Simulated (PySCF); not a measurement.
# Energy and gradient calculation of CH6BCl2P

CH6BCl2P, SMILES C[B-]([PH3+])(Cl)Cl, computed with PBE0/def2-SVP, RKS (PySCF 2.14.0).

The geometry comes from this level: PBE0-D4/def2-TZVP.

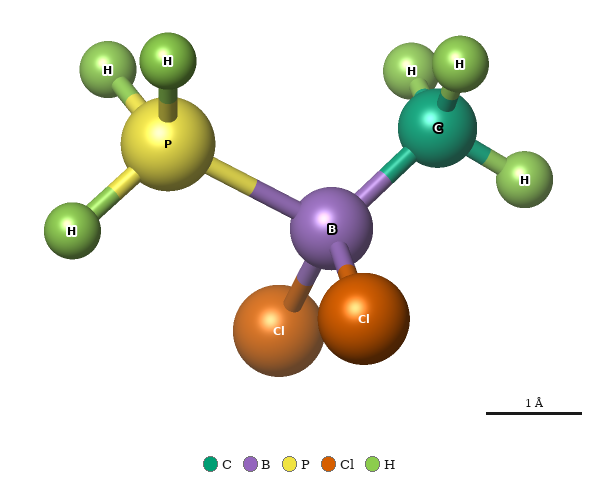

Figure 1. The structure as given in the input (ball-and-stick view, seen at a tilt). Bond lengths as drawn: B–C 1.58 Å, B–Cl 1.85 Å, B–P 2.00 Å, C–H 1.09 Å and H–P 1.40 to 1.41 Å.

## Input (calc.py)
```python
# C[B-]([PH3+])(Cl)Cl
import pyscf.grad
from pyscf import gto, dft

system = gto.Mole()
system.atom = '''
C     -2.743504     0.556146     0.789906
B     -0.368497     0.845274    -1.009114
P      2.561146    -1.190338     0.222799
Cl    -0.792740    -0.503423    -4.206719
Cl     1.041428     4.044014    -1.054467
H     -2.369906     1.228322     2.707978
H     -4.282308     1.706801     0.026267
H     -3.427207    -1.391594     0.891006
H      3.556465    -0.606602     2.620294
H      4.691434    -0.968485    -1.337926
H      2.256900    -3.828207     0.388906
'''
system.spin = 0
system.basis = 'def2-svp'
system.unit = 'bohr'
system.max_memory = 1860
system.verbose = 3
system.build()

myscf = dft.RKS(system)
myscf.xc = 'pbe0'
myscf.grids.level = 5
myscf.conv_tol = 1e-10
myscf.kernel()
if not myscf.converged:
    myscf = myscf.newton().run(myscf.mo_coeff, myscf.mo_occ)

e_final = myscf.e_tot
print(f'total energy: {e_final:.8f} hartree')
grad = myscf.Gradients().kernel()
dip = myscf.dip_moment()
pop, q = myscf.mulliken_pop()
```

Run on 1 thread of Intel Xeon @ 2.50GHz (Skylake/Cascade Lake), 189 GiB of memory available, shared host.

Launch command:
```bash
OMP_NUM_THREADS=1 python calc.py
```

## Log
```
converged SCF energy = -1327.4430671599
total energy: -1327.44306716 hartree
--------------- RKS gradients ---------------
         x                y                z
0 C    -0.0033631691     0.0007330455     0.0010287159
1 B     0.0008260885    -0.0018645393     0.0022630058
2 P     0.0023879495    -0.0008483039    -0.0002405110
3 Cl     0.0003875395     0.0005579324     0.0017534709
4 Cl    -0.0005751165    -0.0018222715     0.0001283896
5 H    -0.0006523592    -0.0019526255    -0.0052302833
6 H     0.0039434331    -0.0030869694     0.0021591082
7 H     0.0021894952     0.0050764579    -0.0002979980
8 H    -0.0017914243    -0.0005375341    -0.0034486352
9 H    -0.0033573308    -0.0002005982     0.0022507900
10 H     0.0000054288     0.0039454523    -0.0003658512
----------------------------------------------
Dipole moment(X, Y, Z, Debye):  2.82229, -3.23211,  3.02159
 ** Mulliken pop  **
pop of  0 C 1s            1.98505
pop of  0 C 2s            0.87654
pop of  0 C 3s            0.19461
pop of  0 C 2px           0.71759
pop of  0 C 2py           0.69577
pop of  0 C 2pz           0.70828
pop of  0 C 3px           0.32558
pop of  0 C 3py           0.29180
pop of  0 C 3pz           0.29703
pop of  0 C 3dxy          0.00486
pop of  0 C 3dyz          0.00241
pop of  0 C 3dz^2         0.00595
pop of  0 C 3dxz          0.00342
pop of  0 C 3dx2-y2       0.00368
pop of  1 B 1s            1.98563
pop of  1 B 2s            0.83635
pop of  1 B 3s           -0.03073
pop of  1 B 2px           0.58349
pop of  1 B 2py           0.47382
pop of  1 B 2pz           0.53962
pop of  1 B 3px           0.16537
pop of  1 B 3py           0.13539
pop of  1 B 3pz           0.17794
pop of  1 B 3dxy          0.03034
pop of  1 B 3dyz          0.02511
pop of  1 B 3dz^2         0.02948
pop of  1 B 3dxz          0.02205
pop of  1 B 3dx2-y2       0.02047
pop of  2 P 1s            1.99926
pop of  2 P 2s            1.98233
pop of  2 P 3s            1.20152
pop of  2 P 4s            0.32223
pop of  2 P 2px           1.97592
pop of  2 P 2py           1.97488
pop of  2 P 2pz           1.97447
pop of  2 P 3px           0.55276
pop of  2 P 3py           0.51276
pop of  2 P 3pz           0.49656
pop of  2 P 4px           0.61559
pop of  2 P 4py           0.54974
pop of  2 P 4pz           0.51903
pop of  2 P 3dxy          0.00741
pop of  2 P 3dyz          0.00631
pop of  2 P 3dz^2         0.03126
pop of  2 P 3dxz          0.04116
pop of  2 P 3dx2-y2       0.04602
pop of  3 Cl 1s           1.99938
pop of  3 Cl 2s           1.98487
pop of  3 Cl 3s           1.24679
pop of  3 Cl 4s           0.69980
pop of  3 Cl 2px          1.97838
pop of  3 Cl 2py          1.97789
pop of  3 Cl 2pz          1.97526
pop of  3 Cl 3px          0.75667
pop of  3 Cl 3py          0.74014
pop of  3 Cl 3pz          0.64878
pop of  3 Cl 4px          1.15350
pop of  3 Cl 4py          1.11003
pop of  3 Cl 4pz          0.91859
pop of  3 Cl 3dxy         0.00072
pop of  3 Cl 3dyz         0.00576
pop of  3 Cl 3dz^2        0.00771
pop of  3 Cl 3dxz         0.00442
pop of  3 Cl 3dx2-y2      0.00089
pop of  4 Cl 1s           1.99938
pop of  4 Cl 2s           1.98487
pop of  4 Cl 3s           1.24679
pop of  4 Cl 4s           0.69977
pop of  4 Cl 2px          1.97791
pop of  4 Cl 2py          1.97511
pop of  4 Cl 2pz          1.97851
pop of  4 Cl 3px          0.73945
pop of  4 Cl 3py          0.64243
pop of  4 Cl 3pz          0.76373
pop of  4 Cl 4px          1.11726
pop of  4 Cl 4py          0.92009
pop of  4 Cl 4pz          1.14466
pop of  4 Cl 3dxy         0.00639
pop of  4 Cl 3dyz         0.00336
pop of  4 Cl 3dz^2        0.00299
pop of  4 Cl 3dxz         0.00062
pop of  4 Cl 3dx2-y2      0.00614
pop of  5 H 1s            0.73761
pop of  5 H 2s            0.19427
pop of  5 H 2px           0.00610
pop of  5 H 2py           0.00636
pop of  5 H 2pz           0.01319
pop of  6 H 1s            0.72621
pop of  6 H 2s            0.17700
pop of  6 H 2px           0.01091
pop of  6 H 2py           0.00828
pop of  6 H 2pz           0.00699
pop of  7 H 1s            0.73755
pop of  7 H 2s            0.19429
pop of  7 H 2px           0.00679
pop of  7 H 2py           0.01329
pop of  7 H 2pz           0.00556
pop of  8 H 1s            0.72491
pop of  8 H 2s            0.20497
pop of  8 H 2px           0.00383
pop of  8 H 2py           0.00256
pop of  8 H 2pz           0.01099
pop of  9 H 1s            0.72098
pop of  9 H 2s            0.18743
pop of  9 H 2px           0.00927
pop of  9 H 2py           0.00206
pop of  9 H 2pz           0.00615
pop of  10 H 1s           0.72494
pop of  10 H 2s           0.20494
pop of  10 H 2px          0.00245
pop of  10 H 2py          0.01310
pop of  10 H 2pz          0.00184
 ** Mulliken atomic charges  **
charge of    0C =     -0.11258
charge of    1B =      0.00567
charge of    2P =      0.19078
charge of    3Cl =     -0.20956
charge of    4Cl =     -0.20946
charge of    5H =      0.04247
charge of    6H =      0.07060
charge of    7H =      0.04251
charge of    8H =      0.05274
charge of    9H =      0.07411
charge of   10H =      0.05273
```

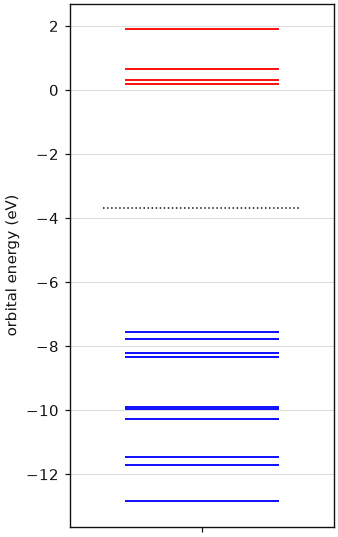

Figure 2. Orbital energies near the frontier; the dotted line parts filled from empty levels, and levels within 0.02 eV of each other stand side by side. Highest filled −7.57 eV, lowest empty 0.20 eV, 7.77 eV apart.

## Summary

```tsv
quantity	value
outcome	converged
total energy	−1327.443067 hartree
basis functions	112
largest force	0.289 eV/Å
HOMO	−7.57 eV
LUMO	0.20 eV
dipole moment	5.25 D
wall time	96 s
peak memory	1.1 GiB
```
